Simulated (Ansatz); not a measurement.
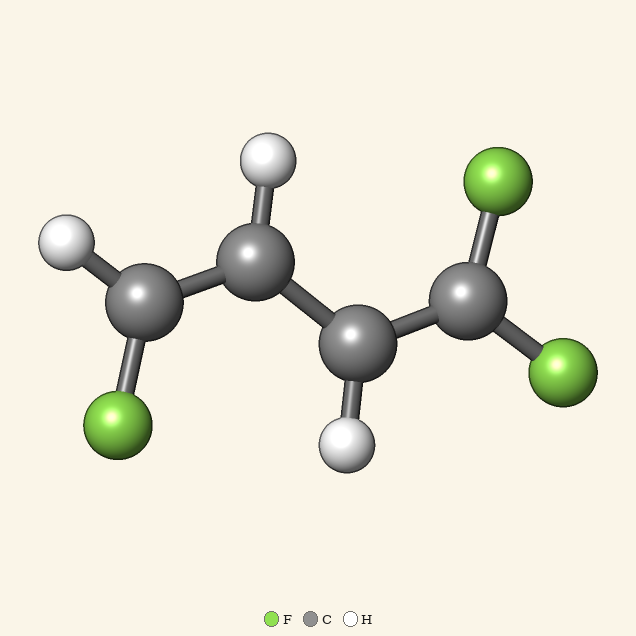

The computed structure is the end point of a PBE0-D4/def2-TZVP optimisation. Program: Ansatz 0.2.0.

At this fixed geometry, give dipole (D) at these levels: B3LYP-D4/def2-TZVPP; PBE-D4/def2-TZVPP; PBE0-D4/def2-TZVP; r2SCAN-D4/def2-TZVPP; ωB97M-V/def2-TZVPP.

```tsv
level	dipole (D)
B3LYP-D4/def2-TZVPP	1.13
PBE-D4/def2-TZVPP	0.96
PBE0-D4/def2-TZVP	1.12
r2SCAN-D4/def2-TZVPP	1.01
ωB97M-V/def2-TZVPP	1.13
```
